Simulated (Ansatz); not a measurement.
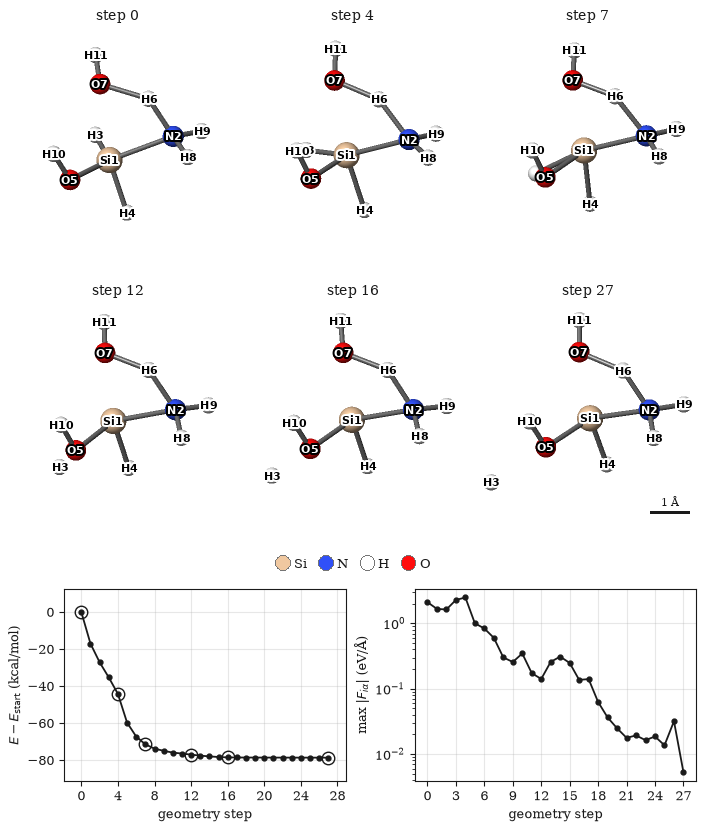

Frames of a saddle-point search of SiNH₇O₂ (multiplicity 3), marked on the history of the run. A ball-and-stick model, seen face on.

Method: UKS PBE0-D4/def2-SVP (Ansatz).

The input:
```yaml
crystal:
  periodic: [false, false, false]
  atoms:
    - {symbol: Si, position_ang: [-0.621700, 0.560300, -0.178400]}
    - {symbol: N, position_ang: [-0.285800, -1.194600, 0.384500]}
    - {symbol: H, position_ang: [-0.660900, 0.675600, -1.630600]}
    - {symbol: H, position_ang: [-2.037000, 0.625900, 0.250100]}
    - {symbol: O, position_ang: [-0.109200, 1.690500, 0.856900]}
    - {symbol: H, position_ang: [0.829900, -0.946400, 0.029100]}
    - {symbol: O, position_ang: [1.453200, 0.087100, -0.480700]}
    - {symbol: H, position_ang: [-0.409600, -1.355000, 1.374200]}
    - {symbol: H, position_ang: [-0.763700, -1.921700, -0.126700]}
    - {symbol: H, position_ang: [0.833500, 1.847100, 0.888800]}
    - {symbol: H, position_ang: [1.771300, -0.068800, -1.367200]}
basis:
  gaussian: {orbitals: def2-SVP}
magnetization: {spin_polarized: true, initial_magnetization: 2}
hamiltonian: {xc: pbe0, dispersion: d4}
saddle:
  max_steps: 30
  mode_guess:
    - [0.2748, 0.1075, -0.1381]
    - [0.0815, -0.0598, 0.0078]
    - [-0.0404, 0.0234, -0.1105]
    - [0.1930, -0.0718, -0.0327]
    - [0.0191, 0.0644, 0.0532]
    - [-0.4525, -0.5543, 0.3571]
    - [-0.1862, 0.2894, -0.0997]
    - [0.0517, -0.0096, 0.0114]
    - [0.0677, -0.0291, -0.0209]
    - [0.0280, 0.0543, 0.0168]
    - [-0.0366, 0.1856, -0.0442]
```

Command:
```bash
ansatz run in.yaml --threads 4 --pin off --events-out ev --progress --plain --max-ram 9574MiB
```

What happens along the run?

Answer. The run was cut off at its time limit before the relaxation converged, so the last structure is only a point on the way. The input was poor on purpose: wrong multiplicity. The largest move after the best rigid fit is that of H3, 2.72 Å. By element the largest moves are H 2.72 Å, Si 0.53 Å, O 0.39 Å, N 0.35 Å. Among the contacts that change: Si1–H3 1.457 → 3.460 Å, Si1–O7 2.150 → 2.080 Å, H6–O7 1.310 → 1.245 Å, N2–H6 1.197 → 1.257 Å. Bonds break, among them: Si1–H3 (1.46 → 3.46 Å). Among the angles between lasting bonds that change: N2–Si1–O5 113.9° → 105.3°, Si1–O5–H10 116.7° → 108.9°, H4–Si1–O5 95.0° → 99.9°. The energy falls by 78.6 kcal/mol in 27 geometry steps. The largest force component goes from 2.1 to 0.0053 eV/Å. From step 0 to 4: H3 moves most (0.76 Å), energy −44.2 kcal/mol. From step 4 to 7: H3 moves most (0.59 Å), energy −27.2 kcal/mol. From step 7 to 12: H3 moves most (0.62 Å), energy −5.57 kcal/mol. From step 12 to 16: H3 moves most (0.78 Å), energy −1.48 kcal/mol. From step 16 to 27: H3 moves most (0.43 Å), energy −0.15 kcal/mol.

```csv
step,"E − E(0), kcal/mol","largest force component, eV/Å"
0,0.00,2.1106
1,-17.06,1.6646
2,-27.11,1.6315
3,-35.29,2.2820
4,-44.20,2.4889
5,-59.68,1.0035
6,-67.25,0.8355
7,-71.43,0.6009
8,-73.75,0.3019
9,-74.93,0.2564
10,-75.89,0.3462
11,-76.39,0.1732
12,-77.00,0.1411
13,-77.52,0.2579
14,-77.94,0.3100
15,-78.27,0.2481
16,-78.48,0.1367
17,-78.53,0.1404
18,-78.55,0.0627
19,-78.56,0.0364
20,-78.57,0.0249
21,-78.58,0.0178
22,-78.59,0.0193
23,-78.60,0.0163
24,-78.60,0.0186
25,-78.61,0.0136
26,-78.62,0.0318
27,-78.63,0.0053
```
